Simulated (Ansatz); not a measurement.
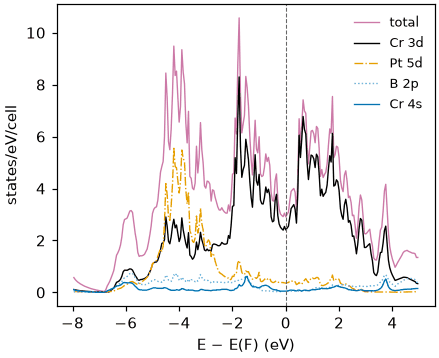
Figure. Total and projected density of states of Cr$_{3}$BPt in space group Pm-3m (No. 221; Cr on 3c, Pt on 1a, B on 1b), DFT-r²SCAN in the program Ansatz with PAW potentials

Q: Which orbitals carry the states next to the Fermi level?

A: Within 0.5 eV of the Fermi level: Cr 3d 83 %, Pt 5d 11 %. Projections are on Löwdin-orthogonalised atomic valence shells; empty p or d shells of many metals are not among them.

Q: Where is the tallest occupied peak in this window, and what makes it?

A: Near -1.8 eV, about 11 states/eV per cell; the largest projected share is Cr 3d.

The start of the workflow was typed in or built on a structure type; neither database checked (COD, Materials Project) lists it. Its standing as an ambient phase is unchecked. Symmetry was held in the r²SCAN relaxation; its stability against distortions is not shown here. Spin order of the final state: ferromagnetic, the only order run, not a proven ground state. The volume moved by -17 % from the start of the relaxation. Its formation energy is positive at this level, so the cell may be metastable or incomplete. The program gave a warning on the electronic state, which may not be the lowest. Spin–orbit coupling is left out wherever it is not named.

Potentials: the earlier of the program's two PAW sets. The files were generated under PBE; for other functionals the program regenerates the frozen cores, and for LDA and PBEsol the local potential too.
